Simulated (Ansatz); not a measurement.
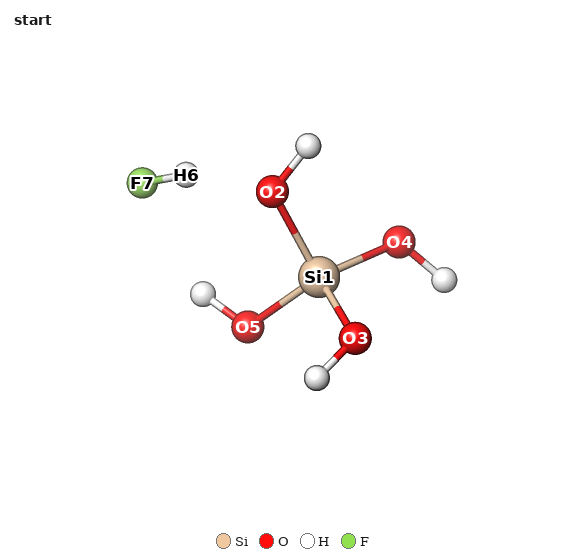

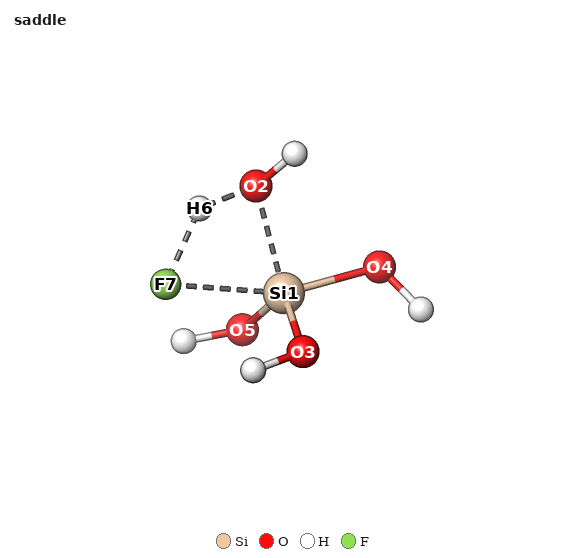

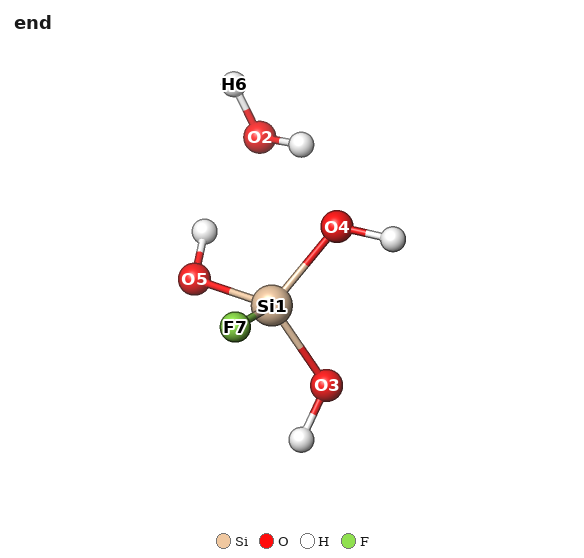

A saddle point and the two end points reached downhill from it. Broken sticks mark bonds that form or break. Charge 0, singlet. Geometries: PBE0-D4/def2-TZVP; all other levels are single points on them, and energies count from the start as drawn. Program: Ansatz 0.2.0. In CBS estimates cores are frozen, and CCSD(T) − MP2 is taken in the smaller basis.

**Which bonds form and which break from start to end?**

Formed: Si1–F7, O2–H6; broken: Si1–O2, H6–F7. At the saddle point Si1···F7 is 2.04 Å, O2···H6 is 1.07 Å, Si1···O2 is 1.79 Å, H6···F7 is 1.33 Å.

Give the electronic barrier and the reaction energy from start to end in kcal/mol (no zero-point energy) with CCSD(T)/CBS (MP2 limit from def2-TZVPP and def2-QZVPP plus CCSD(T) − MP2).

```json
{"level": "CCSD(T)/CBS (MP2 limit from def2-TZVPP and def2-QZVPP plus CCSD(T) − MP2)", "barrier": "24.5", "reaction energy": "−8.3"}
```
